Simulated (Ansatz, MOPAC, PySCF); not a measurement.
Torsion H3–O1–Se2–H4 in H2OSe (SMILES O[SeH]); at each angle all else is relaxed with GFN2-xTB, and the levels are single points there.
Geometry at 90° (charge 0, multiplicity 1):
```xyz
4

O     -0.941     0.318     0.288
Se     0.761     0.665    -0.190
H     -1.311    -0.366    -0.279
H      0.446     1.717    -1.157
```
Energies count from the point at 90°.

Frozen-core correlation. Filled d and f shells under p-block atoms count as core. CBS(a, b) extrapolates the correlation energy as X⁻³ and adds the Hartree–Fock energy of set b. Rows in 3-21G carry no dispersion term and start afresh at each structure; the Pople sets are all-electron and without relativity. The state reached by AM1 isn't checked.

Codes used: Ansatz (Gaussian orbitals); MOPAC for AM1 (differences of heats of formation); PySCF for 3-21G rows, the dispersion terms. Values without a source in brackets are computed.

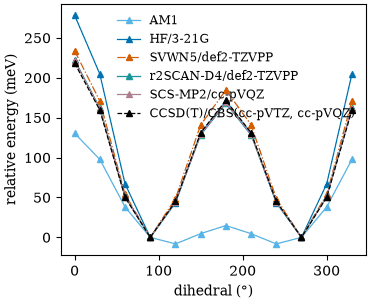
*Relative energy along the coordinate*

Q: Read off the AM1 curve at dihedral = 330.

A: about 98 meV

Ansatz is a quantum-chemistry and plane-wave program.
